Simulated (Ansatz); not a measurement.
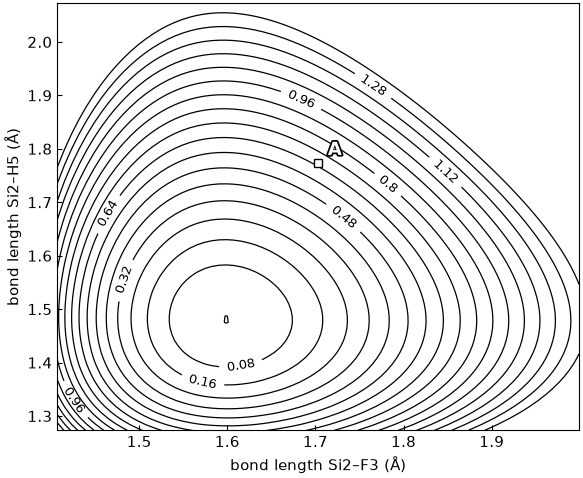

ClFHOSi, SMILES [O][SiH](F)Cl, spin multiplicity 2. 
- The first coordinate is: bond length Si2–F3; the second: bond length Si2–H5.
- Nothing is relaxed (all other coordinates rigid).
- Grid: 9 × 9 points.
- Points are written as (first, second).
- All energies are given in eV relative to the relaxed molecule at the same level.
- Level of theory: UKS PBE-D4/def2-TZVP in Ansatz 0.2.0.

The picture shows contour lines labelled in eV (none above 1.36), the point A. Between grid points the surface is interpolated.

**Which way does the force act at A, and how strong is it?**

A, at (1.703 Å, 1.773 Å), is not a stationary point. The computed force is 2.6 eV for each Å towards smaller values of bond length Si2–F3 and 2.8 eV for each Å towards smaller values of bond length Si2–H5.
